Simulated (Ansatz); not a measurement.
## Nudged elastic band, with input and output: Zn12H2O (part 1 of 3)

Zn12H2O (slab, 15 atoms in the cell), computed with DFT PBE-D3(BJ), scalar-relativistic, plane waves, PAW, no spin polarisation (Ansatz 0.2.0).

The input holds or restrains some coordinates. It belongs to a series of runs on one base structure; here: band between the two ends.

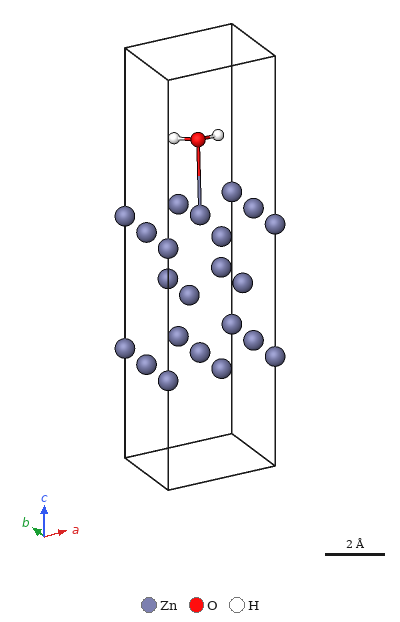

**Figure 1.** The starting structure (ball-and-stick view of the cell of the calculation, with the vacuum cut short, seen slightly off an axis).

## Input
```yaml
crystal:
  lattice:
    - [5.32, 0.0, 0.0]
    - [2.66, 4.607255, 0.0]
    - [0.0, 0.0, 17.93696]
  atoms:
    - { symbol: Zn, position: [0.0, 0.0, 0.0557508] }
    - { symbol: Zn, position: [0.5, 0.0, 0.0557508] }
    - { symbol: Zn, position: [0.0, 0.5, 0.0557508] }
    - { symbol: Zn, position: [0.5, 0.5, 0.0557508] }
    - { symbol: Zn, position: [-0.167763, 0.33386506, 0.18720436] }
    - { symbol: Zn, position: [0.33346977, 0.33380963, 0.18700079] }
    - { symbol: Zn, position: [-0.16675306, 0.833546, 0.18612863] }
    - { symbol: Zn, position: [0.33400305, 0.83207013, 0.18736902] }
    - { symbol: Zn, position: [-0.00026125, 0.00027687, 0.31573103] }
    - { symbol: Zn, position: [0.5000013, 0.00026551, 0.31549167] }
    - { symbol: Zn, position: [0.00023603, 0.5001627, 0.31555722] }
    - { symbol: Zn, position: [0.49979588, 0.49758563, 0.32623632] }
    - { symbol: O, position: [0.50143995, 0.54938152, 0.47099586] }
    - { symbol: H, position: [0.68714845, 0.54400491, 0.47136717] }
    - { symbol: H, position: [0.36027347, 0.75594659, 0.46741724] }
basis:
  ecutwfc: 420.0
kpoints:
  mp_grid: { grid: [5, 5, 1] }
hamiltonian:
  xc: pbe
  dispersion: d3bj
scf:
  occupations: { method: gaussian, width: 0.05 }
  lower_state_search: "off"
neb:
  images: 7
  f_tol: 0.05
  initial_path: idpp
  max_iterations: 59
  spring: 1.0
  constraints: [{ sites: [0, 1, 2, 3] }]
  final_atoms:
    - { symbol: Zn, position: [0.0, 0.0, 0.05575081] }
    - { symbol: Zn, position: [0.5, 0.0, 0.05575081] }
    - { symbol: Zn, position: [-1.0e-08, 0.50000002, 0.05575081] }
    - { symbol: Zn, position: [0.49999999, 0.50000002, 0.05575081] }
    - { symbol: Zn, position: [-0.17114931, 0.33646963, 0.18391631] }
    - { symbol: Zn, position: [0.33790297, 0.33084123, 0.18803694] }
    - { symbol: Zn, position: [-0.17077018, 0.83411764, 0.18422968] }
    - { symbol: Zn, position: [0.33823315, 0.83041811, 0.19587868] }
    - { symbol: Zn, position: [-0.01783956, 0.00863674, 0.3075125] }
    - { symbol: Zn, position: [0.51436408, -0.0087806, 0.33741499] }
    - { symbol: Zn, position: [-0.00354145, 0.50211645, 0.30955438] }
    - { symbol: Zn, position: [0.52148411, 0.48786909, 0.34142546] }
    - { symbol: O, position: [0.49508433, 0.75617299, 0.4251966] }
    - { symbol: H, position: [0.29187399, 0.35509659, 0.3753027] }
    - { symbol: H, position: [0.30676478, 0.85014104, 0.45011956] }
  order_check: true
```

Run on 4 threads of AMD EPYC (Zen 5), 16 GiB of memory available, shared host.

Run as:
```bash
ansatz run input.yaml --threads 4 --pin off --max-ram 10240MiB --backend cpu --events-out ev --progress --plain --runs-dir out
```

## The program's output
```
Warning: neb: disabling space-group detection — the band's intermediate images generally break the endpoint symmetry, so no spatial operation reduces the k-mesh or symmetrises the density, except that a semilocal band can use its path's symmetry ahead of convergence; time reversal is kept, so that k and −k are solved as one point where they differ and the mesh holds both, and exact exchange and, on two spinor components, a DFT+U term hold to it where the run has them: on two components no moment then forms, and a state that bears one, which a typed moment (crystal.atoms[].spin; refused beside efield: under a hybrid functional) reaches, can lie lower, under hf by electronvolts; crystal.symmetry.detect: false (a key that needs symmetry detection or time reversal refuses this as the deck is read) with time_reversal: false beside it drops time reversal too
Engine: ansatz 0.2.0, x86_64-unknown-linux-gnu
Pseudopotentials: kind: paw
Pseudopotential: Zn, paw, valence charge 12, recommended cutoff 420 eV (normal), Zn.paw.azcp
Pseudopotential: O, paw, valence charge 6, recommended cutoff 420 eV (normal), O.paw.azcp
Pseudopotential: H, paw, valence charge 1, recommended cutoff 420 eV (normal), H.paw.azcp
Functional definition: PBE
  parameter kappa = 0.804
  parameter beta = 0.06672455060314922
  exchange = pbe_x(kappa = kappa, mu = beta*pi^2/3)
  correlation = pbe_c(beta = beta)
parallel-image band execution: 4 concurrent image workers
NEB image 0
Crystal: 15 atoms, lattice volume = 439.646 Å³
Basis set: ecut = 420 eV, 8561 PW (Γ), exchange–correlation on 72×72×240 points (8 copies of the dense FFT grid, shifted against one another)
Bands: 92, of which v1, the nominal top of the filled ones, is band 76 counted from 1 (75 counted from 0)
Symmetry: 1 space group operations
k-points: 13 of 25 (time reversal used)
Non-local potential: Zn, projectors of the file, l = 0: 2, l = 1: 2, l = 2: 3, l = 3: 1
Non-local potential: O, projectors of the file, l = 0: 2, l = 1: 2, l = 2: 1
Non-local potential: H, projectors of the file, l = 0: 2, l = 1: 1
PAW form: soft (Blöchl's): semilocal exchange-correlation on the pseudo side does not see the compensation charge
PAW one-centre angular grid: Zn, 590 points (default); XC on 64 Gauss nodes
PAW one-centre angular grid: O, 110 points (default); XC on 64 Gauss nodes
PAW one-centre angular grid: H, 110 points (default); XC on 64 Gauss nodes
Initial density: superposition of atomic densities (neutral atoms: chi_scale 0, normalization atom), corrected by the library's trained network
Initial wavefunctions: pseudopotential atomic-orbital guess
Functional: x = pbe(κ = 0.804, μ = 0.2195149727645171), c = pbe(β = 0.06672455060314922)
SCF iter   1: F=—  HF=-40430.281254 eV  |F-HF|=—  |Δ(HF+E_count)|=         —  Δρ=1.92e-3  dr2=1.47e-1  ethr=1.77e-3  ⟨swp⟩=10.8  Hψ=6825  notcnv=0  defer=69
preconditioner: auto → LDOS  [insulator: Δε(μ)=0.062 eV  Ē_g=10.343 eV  σ=0.050 eV  W_gap=0.58  n_scr=78 (ndim 8)  ℏωp=21.8 eV  f_vac=0.496  D(μ)=7.32/eV (n_scr^D=50)  ε∞_Penn≈5.5  β→1.0]
SCF iter   2: F=—  HF=-40430.283815 eV  |F-HF|=—  |Δ(HF+E_count)|=   2.56e-3  Δρ=2.09e-3  dr2=4.39e-2  ethr=9.69e-5  ⟨swp⟩=2.3  Hψ=2457  notcnv=0  defer=107
SCF iter   3: F=—  HF=-40430.281001 eV  |F-HF|=—  |Δ(HF+E_count)|=   2.81e-3  Δρ=1.55e-3  dr2=2.63e-2  ethr=2.89e-5  ⟨swp⟩=2.0  Hψ=2178  notcnv=0  defer=107
SCF iter   4: F=—  HF=-40430.278163 eV  |F-HF|=—  |Δ(HF+E_count)|=   2.84e-3  Δρ=6.25e-4  dr2=1.40e-2  ethr=1.73e-5  ⟨swp⟩=2.0  Hψ=1878  notcnv=0  defer=107
SCF iter   5: F=—  HF=-40430.276768 eV  |F-HF|=—  |Δ(HF+E_count)|=   1.39e-3  Δρ=2.58e-4  dr2=2.72e-3  ethr=9.22e-6  ⟨swp⟩=2.1  Hψ=1283  notcnv=0  defer=107
SCF iter   6: F=—  HF=-40430.276757 eV  |F-HF|=—  |Δ(HF+E_count)|=   1.16e-5  Δρ=1.91e-4  dr2=3.67e-4  ethr=1.79e-6  ⟨swp⟩=2.0  Hψ=2046  notcnv=0  defer=107
SCF iter   7: F=—  HF=-40430.276742 eV  |F-HF|=—  |Δ(HF+E_count)|=   1.49e-5  Δρ=8.84e-5  dr2=9.13e-5  ethr=2.42e-7  ⟨swp⟩=2.0  Hψ=2065  notcnv=0  defer=107
SCF iter   8: F=—  HF=-40430.276812 eV  |F-HF|=—  |Δ(HF+E_count)|=   7.05e-5  Δρ=5.84e-5  dr2=2.18e-5  ethr=6.01e-8  ⟨swp⟩=2.0  Hψ=2051  notcnv=0  defer=107
SCF iter   9: F=—  HF=-40430.276816 eV  |F-HF|=—  |Δ(HF+E_count)|=   3.60e-6  Δρ=2.16e-5  dr2=5.01e-6  ethr=1.43e-8  ⟨swp⟩=2.0  Hψ=2116  notcnv=0  defer=107
SCF iter  10: F=—  HF=-40430.276817 eV  |F-HF|=—  |Δ(HF+E_count)|=   7.36e-7  Δρ=8.40e-6  dr2=6.83e-7  ethr=3.29e-9  ⟨swp⟩=2.0  Hψ=2074  notcnv=0  defer=107
SCF iter  11: F=—  HF=-40430.276817 eV  |F-HF|=—  |Δ(HF+E_count)|=   2.09e-7  Δρ=6.71e-6  dr2=2.91e-7  ethr=4.49e-10  ⟨swp⟩=2.0  Hψ=2032  notcnv=0  defer=107
SCF iter  12: F=-40430.276817 eV  HF=-40430.276817 eV  |F-HF|=2.19e-8  |Δ(HF+E_count)|=   2.52e-8  Δρ=3.55e-6  dr2=5.94e-8  ethr=6.58e-11  ⟨swp⟩=4.0  Hψ=5814  notcnv=0
SCF 1 converged in 12 iterations: F = -40430.276817 eV  dr2 = 5.94e-8
  greatest PAW one-centre occupation: 0.984 electrons in one spin orbital (limit 2), on the Zn atom at site 11 (counted from 0), in its partial waves of l = 2
NSCF: frozen V_eff on 13 k-points
NEB image 8
SCF iter   1: F=—  HF=-40429.416151 eV  |F-HF|=—  |Δ(HF+E_count)|=         —  Δρ=2.23e-3  dr2=1.72e-1  ethr=1.77e-3  ⟨swp⟩=11.3  Hψ=6641  notcnv=0  defer=62
preconditioner: auto → LDOS  [insulator: Δε(μ)=0.093 eV  Ē_g=10.423 eV  σ=0.050 eV  W_gap=0.58  n_scr=78 (ndim 8)  ℏωp=21.8 eV  f_vac=0.507  D(μ)=2.77/eV (n_scr^D=6)  ε∞_Penn≈5.4  β→1.0]
SCF iter   2: F=—  HF=-40429.425715 eV  |F-HF|=—  |Δ(HF+E_count)|=   9.56e-3  Δρ=2.37e-3  dr2=3.22e-2  ethr=1.13e-4  ⟨swp⟩=2.0  Hψ=2438  notcnv=0  defer=122
SCF iter   3: F=—  HF=-40429.420983 eV  |F-HF|=—  |Δ(HF+E_count)|=   4.73e-3  Δρ=1.60e-3  dr2=7.02e-3  ethr=2.12e-5  ⟨swp⟩=2.0  Hψ=2135  notcnv=0  defer=122
SCF iter   4: F=—  HF=-40429.417912 eV  |F-HF|=—  |Δ(HF+E_count)|=   3.07e-3  Δρ=2.28e-4  dr2=6.71e-4  ethr=4.62e-6  ⟨swp⟩=2.0  Hψ=2038  notcnv=0  defer=122
SCF iter   5: F=—  HF=-40429.417922 eV  |F-HF|=—  |Δ(HF+E_count)|=   1.01e-5  Δρ=1.01e-4  dr2=6.47e-5  ethr=4.42e-7  ⟨swp⟩=2.2  Hψ=2154  notcnv=0  defer=122
SCF iter   6: F=—  HF=-40429.418041 eV  |F-HF|=—  |Δ(HF+E_count)|=   1.19e-4  Δρ=4.79e-5  dr2=7.83e-6  ethr=4.25e-8  ⟨swp⟩=2.0  Hψ=2029  notcnv=0  defer=122
SCF iter   7: F=—  HF=-40429.418047 eV  |F-HF|=—  |Δ(HF+E_count)|=   6.39e-6  Δρ=1.95e-5  dr2=1.33e-6  ethr=5.15e-9  ⟨swp⟩=2.0  Hψ=2054  notcnv=0  defer=122
SCF iter   8: F=—  HF=-40429.418050 eV  |F-HF|=—  |Δ(HF+E_count)|=   2.84e-6  Δρ=5.92e-6  dr2=1.73e-7  ethr=8.77e-10  ⟨swp⟩=2.0  Hψ=2019  notcnv=0  defer=122
SCF iter   9: F=-40429.418051 eV  HF=-40429.418051 eV  |F-HF|=4.22e-8  |Δ(HF+E_count)|=   8.21e-7  Δρ=2.20e-6  dr2=1.82e-8  ethr=6.58e-11  ⟨swp⟩=5.1  Hψ=5164  notcnv=0
SCF 2 converged in 9 iterations: F = -40429.418051 eV  dr2 = 1.82e-8
  greatest PAW one-centre occupation: 0.985 electrons in one spin orbital (limit 2), on the Zn atom at site 11 (counted from 0), in its partial waves of l = 2
NSCF: frozen V_eff on 13 k-points
NEB end point (image 0): max|allowed force component| = 2.492e-2 eV/Å (the criterion of neb.relax_end_points is 1.000e-2)
[...]
NEB end point (image 8): max|allowed force component| = 2.595e-2 eV/Å (the criterion of neb.relax_end_points is 1.000e-2)
NEB image 1
preconditioner: auto → LDOS  [metal: Δε(μ)=0.007 eV  Ē_g=10.232 eV  σ=0.050 eV  W_gap=0.08  n_scr=78 (ndim 8)  ℏωp=21.8 eV  f_vac=0.495  D(μ)=8.68/eV (n_scr^D=52)  β→1.0]
NEB image 2
preconditioner: auto → LDOS  [metal: Δε(μ)=0.036 eV  Ē_g=10.104 eV  σ=0.050 eV  W_gap=0.39  n_scr=78 (ndim 8)  ℏωp=21.8 eV  f_vac=0.494  D(μ)=8.72/eV (n_scr^D=52)  β→1.0]
NEB image 3
preconditioner: auto → LDOS  [metal: Δε(μ)=0.014 eV  Ē_g=10.103 eV  σ=0.050 eV  W_gap=0.16  n_scr=78 (ndim 8)  ℏωp=21.8 eV  f_vac=0.491  D(μ)=7.87/eV (n_scr^D=52)  β→1.0]
NEB image 4
preconditioner: auto → LDOS  [insulator: Δε(μ)=0.062 eV  Ē_g=10.175 eV  σ=0.050 eV  W_gap=0.61  n_scr=78 (ndim 8)  ℏωp=21.8 eV  f_vac=0.489  D(μ)=3.42/eV (n_scr^D=6)  ε∞_Penn≈5.6  β→1.0]
NEB image 5
preconditioner: auto → LDOS  [metal: Δε(μ)=0.043 eV  Ē_g=10.259 eV  σ=0.050 eV  W_gap=0.40  n_scr=78 (ndim 8)  ℏωp=21.8 eV  f_vac=0.491  D(μ)=7.09/eV (n_scr^D=38)  β→1.0]
  greatest PAW one-centre occupation: 0.985 electrons in one spin orbital (limit 2), on the Zn atom at site 9 (counted from 0), in its partial waves of l = 2
NEB image 6
preconditioner: auto → LDOS  [metal: Δε(μ)=0.012 eV  Ē_g=10.327 eV  σ=0.050 eV  W_gap=0.14  n_scr=78 (ndim 8)  ℏωp=21.8 eV  f_vac=0.496  D(μ)=4.23/eV (n_scr^D=6)  β→1.0]
NEB image 7
preconditioner: auto → LDOS  [insulator: Δε(μ)=0.150 eV  Ē_g=10.388 eV  σ=0.050 eV  W_gap=0.71  n_scr=78 (ndim 8)  ℏωp=21.8 eV  f_vac=0.501  D(μ)=2.87/eV (n_scr^D=6)  ε∞_Penn≈5.4  β→1.0]
NEB iter   1: max|band force component| = 4.224e0 eV/Å  barrier→ = 3.0752 eV  barrier← = 2.2165 eV  Δτ_max = 0.2000 Å  (102 SCF iters)
NEB image 1
Initial density: handed on by an earlier stage of this run
Initial wavefunctions: those handed on with the density
preconditioner: auto → LDOS  [metal: Δε(μ)=0.034 eV  Ē_g=10.315 eV  σ=0.050 eV  W_gap=0.35  n_scr=78 (ndim 8)  ℏωp=21.8 eV  f_vac=0.493  D(μ)=8.95/eV (n_scr^D=52)  β→1.0]
NEB image 2
preconditioner: auto → LDOS  [metal: Δε(μ)=0.017 eV  Ē_g=10.265 eV  σ=0.050 eV  W_gap=0.19  n_scr=78 (ndim 8)  ℏωp=21.8 eV  f_vac=0.494  D(μ)=9.98/eV (n_scr^D=64)  β→1.0]
NEB image 3
preconditioner: auto → LDOS  [metal: Δε(μ)=0.003 eV  Ē_g=10.310 eV  σ=0.050 eV  W_gap=0.03  n_scr=78 (ndim 8)  ℏωp=21.8 eV  f_vac=0.493  D(μ)=10.04/eV (n_scr^D=64)  β→1.0]
NEB image 4
preconditioner: auto → LDOS  [metal: Δε(μ)=0.013 eV  Ē_g=10.274 eV  σ=0.050 eV  W_gap=0.15  n_scr=78 (ndim 8)  ℏωp=21.8 eV  f_vac=0.490  D(μ)=7.34/eV (n_scr^D=50)  β→1.0]
NEB image 5
preconditioner: auto → LDOS  [insulator: Δε(μ)=0.102 eV  Ē_g=10.270 eV  σ=0.050 eV  W_gap=0.69  n_scr=78 (ndim 8)  ℏωp=21.8 eV  f_vac=0.490  D(μ)=3.40/eV (n_scr^D=6)  ε∞_Penn≈5.5  β→1.0]
NEB image 6
preconditioner: auto → LDOS  [insulator: Δε(μ)=0.140 eV  Ē_g=10.318 eV  σ=0.050 eV  W_gap=0.59  n_scr=78 (ndim 8)  ℏωp=21.8 eV  f_vac=0.494  D(μ)=2.68/eV (n_scr^D=4)  ε∞_Penn≈5.5  β→1.0]
NEB image 7
preconditioner: auto → LDOS  [metal: Δε(μ)=0.086 eV  Ē_g=10.370 eV  σ=0.050 eV  W_gap=0.50  n_scr=78 (ndim 8)  ℏωp=21.8 eV  f_vac=0.499  D(μ)=2.07/eV (n_scr^D=4)  β→1.0]
NEB iter   2: max|band force component| = 4.217e0 eV/Å  barrier→ = 2.4548 eV  barrier← = 1.5960 eV  Δτ_max = 0.2000 Å  (74 SCF iters)
[... from here on the SCF iterations and repeated set-up lines of each step are left out, up to the last step ...]
NEB image 1
NEB image 2
NEB image 3
NEB image 4
NEB image 5
NEB image 6
NEB image 7
NEB iter   3: max|band force component| = 1.652e1 eV/Å  barrier→ = 2.2751 eV  barrier← = 1.4163 eV  Δτ_max = 0.1021 Å  (73 SCF iters)
NEB image 1
NEB image 2
NEB image 3
NEB image 4
NEB image 5
NEB image 6
NEB image 7
NEB iter   4: max|band force component| = 2.673e0 eV/Å  barrier→ = 2.1598 eV  barrier← = 1.3010 eV  Δτ_max = 0.2000 Å  (71 SCF iters)
NEB image 1
NEB image 2
NEB image 3
NEB image 4
NEB image 5
NEB image 6
NEB image 7
NEB iter   5: max|band force component| = 1.085e0 eV/Å  barrier→ = 2.0154 eV  barrier← = 1.1566 eV  Δτ_max = 0.2000 Å  (69 SCF iters)
NEB image 1
NEB image 2
NEB image 3
NEB image 4
NEB image 5
NEB image 6
NEB image 7
NEB iter   6: max|band force component| = 6.618e-1 eV/Å  barrier→ = 1.8930 eV  barrier← = 1.0342 eV  Δτ_max = 0.2000 Å  (71 SCF iters)
NEB image 1
NEB image 2
NEB image 3
NEB image 4
NEB image 5
NEB image 6
NEB image 7
NEB iter   7: max|band force component| = 1.063e0 eV/Å  barrier→ = 1.4341 eV  barrier← = 0.5754 eV  Δτ_max = 0.1014 Å  (75 SCF iters)
NEB image 1
NEB image 2
NEB image 3
NEB image 4
NEB image 5
NEB image 6
NEB image 7
NEB iter   8: max|band force component| = 5.939e-1 eV/Å  barrier→ = 1.3220 eV  barrier← = 0.4632 eV  Δτ_max = 0.2000 Å  (66 SCF iters)
NEB image 1
NEB image 2
NEB image 3
NEB image 4
NEB image 5
NEB image 6
NEB image 7
NEB iter   9: max|band force component| = 4.628e-1 eV/Å  barrier→ = 1.2084 eV  barrier← = 0.3496 eV  CI = image 6  Δτ_max = 0.2000 Å  (70 SCF iters)
NEB image 1
NEB image 2
NEB image 3
NEB image 4
NEB image 5
NEB image 6
NEB image 7
NEB iter  10: max|band force component| = 1.165e0 eV/Å  barrier→ = 1.2218 eV  barrier← = 0.3630 eV  CI = image 6  Δτ_max = 0.1023 Å  (67 SCF iters)
NEB image 1
NEB image 2
NEB image 3
NEB image 4
NEB image 5
NEB image 6
NEB image 7
NEB iter  11: max|band force component| = 4.313e-1 eV/Å  barrier→ = 1.1409 eV  barrier← = 0.2821 eV  CI = image 6  Δτ_max = 0.2000 Å  (62 SCF iters)
NEB image 1
NEB image 2
NEB image 3
NEB image 4
NEB image 5
NEB image 6
NEB image 7
NEB iter  12: max|band force component| = 3.467e-1 eV/Å  barrier→ = 1.1088 eV  barrier← = 0.2501 eV  CI = image 7  Δτ_max = 0.2000 Å  (62 SCF iters)
NEB image 1
NEB image 2
NEB image 3
NEB image 4
NEB image 5
NEB image 6
NEB image 7
NEB iter  13: max|band force component| = 7.700e-1 eV/Å  barrier→ = 1.1164 eV  barrier← = 0.2577 eV  CI = image 7  Δτ_max = 0.1009 Å  (61 SCF iters)
NEB image 1
NEB image 2
NEB image 3
NEB image 4
NEB image 5
NEB image 6
NEB image 7
NEB iter  14: max|band force component| = 2.529e-1 eV/Å  barrier→ = 1.1107 eV  barrier← = 0.2519 eV  CI = image 7  Δτ_max = 0.1969 Å  (59 SCF iters)
NEB image 1
NEB image 2
NEB image 3
NEB image 4
NEB image 5
NEB image 6
NEB image 7
NEB iter  15: max|band force component| = 9.012e-2 eV/Å  barrier→ = 1.1058 eV  barrier← = 0.2471 eV  CI = image 7  Δτ_max = 0.2000 Å  (58 SCF iters)
NEB image 1
NEB image 2
NEB image 3
NEB image 4
NEB image 5
NEB image 6
NEB image 7
NEB iter  16: max|band force component| = 5.905e-2 eV/Å  barrier→ = 1.1047 eV  barrier← = 0.2459 eV  CI = image 7  Δτ_max = 0.2000 Å  (61 SCF iters)
NEB image 1
NEB image 2
NEB image 3
NEB image 4
NEB image 5
NEB image 6
NEB image 7
NEB iter  17: max|band force component| = 6.098e-2 eV/Å  barrier→ = 1.1045 eV  barrier← = 0.2458 eV  CI = image 7  Δτ_max = 0.1005 Å  (61 SCF iters)
NEB image 1
NEB image 2
NEB image 3
NEB image 4
NEB image 5
NEB image 6
NEB image 7
NEB iter  18: max|band force component| = 1.352e-1 eV/Å  barrier→ = 1.1045 eV  barrier← = 0.2457 eV  CI = image 7  Δτ_max = 0.0502 Å  (60 SCF iters)
NEB image 1
preconditioner: auto → LDOS  [metal: Δε(μ)=0.049 eV  Ē_g=10.342 eV  σ=0.050 eV  W_gap=0.48  n_scr=78 (ndim 8)  ℏωp=21.8 eV  f_vac=0.492  D(μ)=8.69/eV (n_scr^D=52)  β→1.0]
NEB image 2
preconditioner: auto → LDOS  [insulator: Δε(μ)=0.260 eV  Ē_g=10.354 eV  σ=0.050 eV  W_gap=0.66  n_scr=78 (ndim 8)  ℏωp=21.8 eV  f_vac=0.491  D(μ)=13.36/eV (n_scr^D=78)  ε∞_Penn≈5.4  β→1.0]
NEB image 3
preconditioner: auto → LDOS  [metal: Δε(μ)=0.050 eV  Ē_g=10.355 eV  σ=0.050 eV  W_gap=0.49  n_scr=78 (ndim 8)  ℏωp=21.8 eV  f_vac=0.493  D(μ)=8.45/eV (n_scr^D=52)  β→1.0]
NEB image 4
preconditioner: auto → LDOS  [metal: Δε(μ)=0.022 eV  Ē_g=10.388 eV  σ=0.050 eV  W_gap=0.24  n_scr=78 (ndim 8)  ℏωp=21.8 eV  f_vac=0.497  D(μ)=10.00/eV (n_scr^D=64)  β→1.0]
NEB image 5
preconditioner: auto → LDOS  [insulator: Δε(μ)=0.080 eV  Ē_g=10.400 eV  σ=0.050 eV  W_gap=0.52  n_scr=78 (ndim 8)  ℏωp=21.8 eV  f_vac=0.506  D(μ)=2.60/eV (n_scr^D=4)  ε∞_Penn≈5.4  β→1.0]
NEB image 6
preconditioner: auto → LDOS  [insulator: Δε(μ)=0.135 eV  Ē_g=10.411 eV  σ=0.050 eV  W_gap=0.52  n_scr=78 (ndim 8)  ℏωp=21.8 eV  f_vac=0.509  D(μ)=2.03/eV (n_scr^D=4)  ε∞_Penn≈5.4  β→1.0]
NEB image 7
preconditioner: auto → LDOS  [insulator: Δε(μ)=0.106 eV  Ē_g=10.382 eV  σ=0.050 eV  W_gap=0.51  n_scr=78 (ndim 8)  ℏωp=21.8 eV  f_vac=0.504  D(μ)=2.03/eV (n_scr^D=4)  ε∞_Penn≈5.4  β→1.0]
NEB iter  19: max|band force component| = 7.616e-2 eV/Å  barrier→ = 1.1045 eV  barrier← = 0.2457 eV  CI = image 7  Δτ_max = 0.0502 Å  (51 SCF iters)
```
